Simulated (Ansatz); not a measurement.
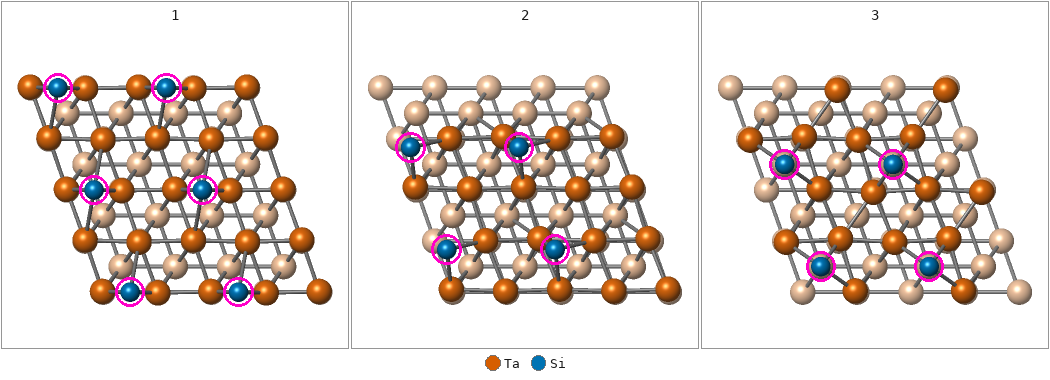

Si on a Ta(110) slab cut from the Im-3m phase, its upper half relaxed before the scan (12 atoms of substrate and one adsorbate in a 2 × 2 cell). Si is moved over the surface cell; relaxed at each place: the height of the adsorbate's atoms and the top layer of the substrate; the origin of the map has the adsorbate above Ta9. Places are given modulo a cell vector. The map is drawn in real space over the plane of the surface. Grid: 6 × 6 points; 13 points were computed and 23 follow by symmetry. Places are given in fractions of the 1 × 1 surface cell. All energies are given in eV relative to the lowest grid point. Theory: Ansatz, DFT LDA, scalar-relativistic, plane waves, PAW. Settings: cutoff 420 eV, k-mesh 5×5×1, gaussian smearing 0.1 eV, no spin polarisation.

The numbered pictures are structures from this grid. Rings mark the moved atoms.

**Rank them by energy, lowest first.**

3, at a bridge site between two Ta atoms, over a second-layer Ta atom, (3/6, 3/6) of the cell vectors: 0.00 eV; 1, at a bridge site between two Ta atoms, (3/6, 0/6) of the cell vectors: 0.76 eV; 2, at (1/6, 5/6) of the cell vectors [nearest 1 Ta at 2.39 Å]: 1.05 eV.

The map, with the structures marked:

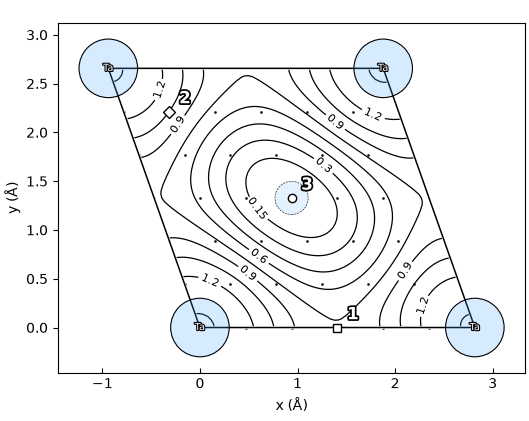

The picture shows contour lines labelled in eV, dots at the grid points, labelled circles for the atoms of the top layer and small ones for the second layer, the outline of one cell of the plane. Between grid points the surface is interpolated.

PAW datasets: the set soft_1.
